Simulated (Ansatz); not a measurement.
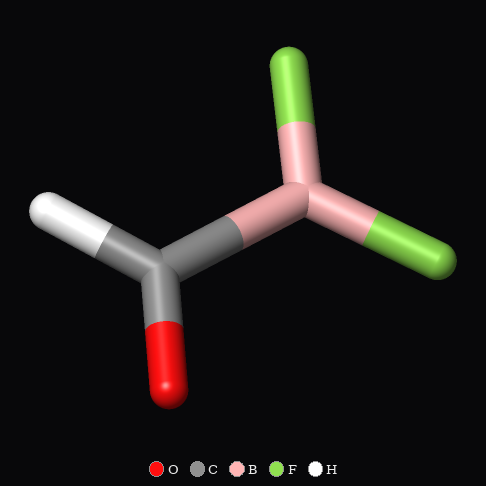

Rendered structure (stick style). Every bond is drawn as one stick, whatever its order.

Description:

Formula CHBF2O. As SMILES it reads `O=CB(F)F`. It has no ring. The point group is Cs. All atoms lie on one plane. Coordination: 1 C trigonal planar; 1 B trigonal planar.

More results for the same structure follow; atom numbers are the same in all pictures, views and colours differ. The geometry was computed by an optimisation with PBE0-D4/def2-TZVP.

## Vibrations

Harmonic vibrations computed with RKS PBE0-D4/def2-TZVP (Ansatz 0.2.0) at a stationary point of the same level.

> List the wavenumbers.

12 modes: 66, 196, 407, 491, 573, 787, 964, 1305, 1412, 1484, 1808, 2888 cm⁻¹.

## Dipole moment

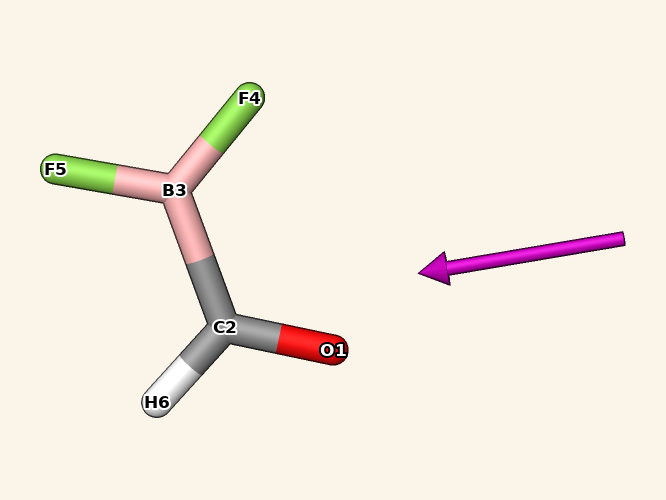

The arrow beside the molecule shows the direction of the dipole moment, from the negative to the positive end (its length means nothing). Level of theory: RKS r2SCAN-D4/def2-TZVPP (Ansatz 0.2.0).

> How large is the dipole moment?

1.69 D; it points from the side of O1 to the side of F5 (the outermost atoms at the two ends).

## Levels of theory compared

Program: Ansatz 0.2.0.

Tabulate HOMO energy (eV) at these levels: B97M-V/def2-TZVPP; BLYP-D4/def2-TZVPP; CAM-B3LYP-D4/def2-TZVPP; r2SCANh-D4/def2-TZVPP; ωB97M-V/def2-TZVPP; ωB97X-V/def2-TZVPP.

| level | HOMO energy (eV) |
| --- | --- |
| B97M-V/def2-TZVPP | −6.69 |
| BLYP-D4/def2-TZVPP | −6.14 |
| CAM-B3LYP-D4/def2-TZVPP | −9.37 |
| r2SCANh-D4/def2-TZVPP | −7.15 |
| ωB97M-V/def2-TZVPP | −10.25 |
| ωB97X-V/def2-TZVPP | −10.33 |
